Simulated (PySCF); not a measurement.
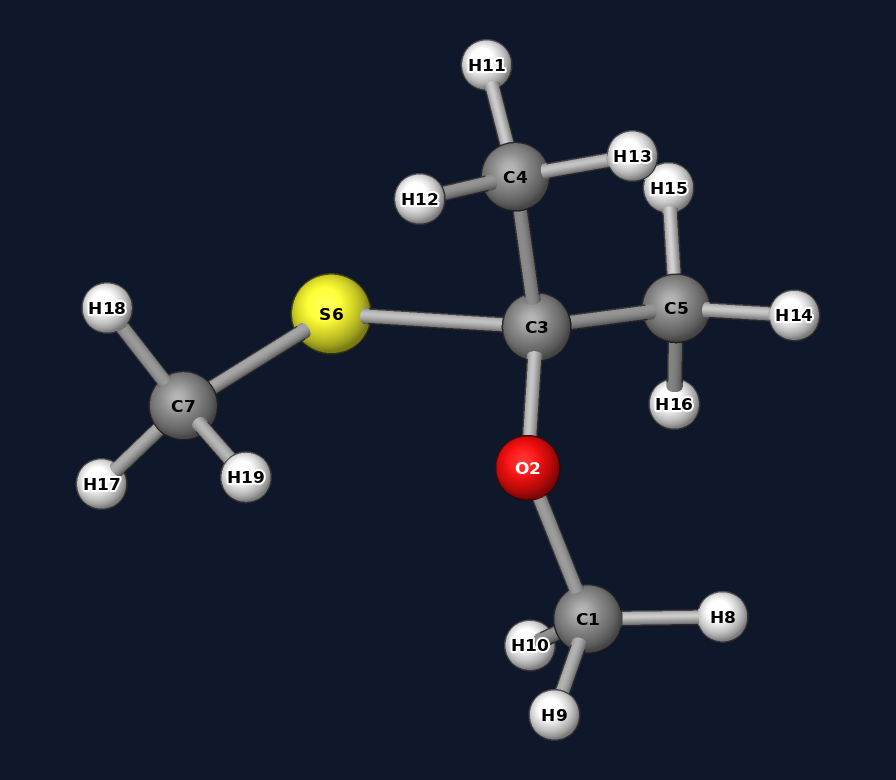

The questions are on Mulliken spin populations. Charge +1, doublet. The computed structure is the end point of a GFN2-xTB optimisation. No frequency run is at hand to confirm it as a minimum. Level of theory: UKS B3LYP, pcH-1 on C H O S, non-relativistic (PySCF 2.14.0).

Q: Which atom carries the largest spin population?

A: S6 (0.94 e).

Q: Which atom has the lowest spin population?

A: C7 (−0.03 e); a negative value comes from spin polarisation.

List the Mulliken spin populations.

| atom | value (e) |
| --- | --- |
| C1 | 0.00 |
| O2 | −0.01 |
| C3 | −0.02 |
| C4 | 0.02 |
| C5 | 0.00 |
| S6 | 0.94 |
| C7 | −0.03 |
| H8 | 0.00 |
| H9 | 0.00 |
| H10 | 0.00 |
| H11 | 0.00 |
| H12 | 0.00 |
| H13 | 0.02 |
| H14 | 0.00 |
| H15 | 0.00 |
| H16 | 0.00 |
| H17 | 0.03 |
| H18 | 0.05 |
| H19 | 0.00 |

The run warned: orbitally degenerate or nearly so: second-order g, spin-orbit hyperfine and D do not apply.

Mulliken values depend strongly on the basis set.
